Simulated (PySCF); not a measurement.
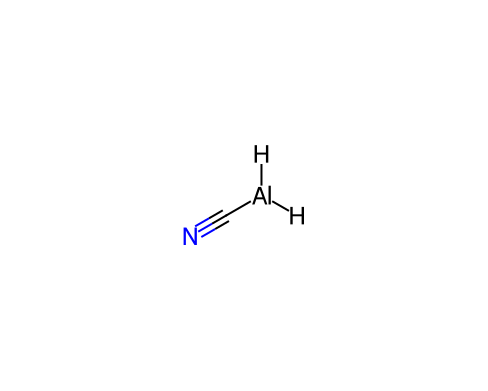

The picture comes from a calculation with PySCF.

Skeletal drawing of a molecule.

**Transcribe the drawing into SMILES.**

N#[C][AlH2]

**What is the molecular formula?**

CH2AlN.

**An optimisation with PBE0-D3(BJ)/def2-SVP gave a structure of which point group?**

C2v.
